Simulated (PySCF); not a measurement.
Mean static polarisability of neutral beryllium ([He] 2s²). Finite fields; PySCF, aug-cc-pCVTZ, non-relativistic, unrestricted single determinants, no spin-orbit coupling. 2 core electrons frozen.

By method:

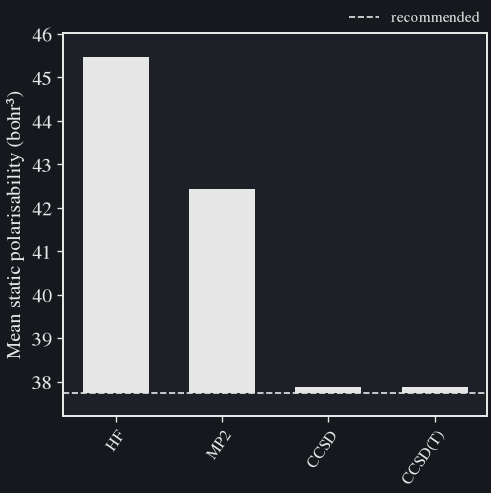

```csv
Method,Mean static polarisability (bohr³)
HF,45.48
MP2,42.43
CCSD,37.88
CCSD(T),37.88
```

The values run from 37.88 bohr³ (CCSD and CCSD(T)) to 45.48 bohr³ (HF). The recommended value is 37.74 ± 0.03 bohr³; nearest to it come CCSD(T) (+0.14) and CCSD (+0.14), furthest HF (+7.74 bohr³).
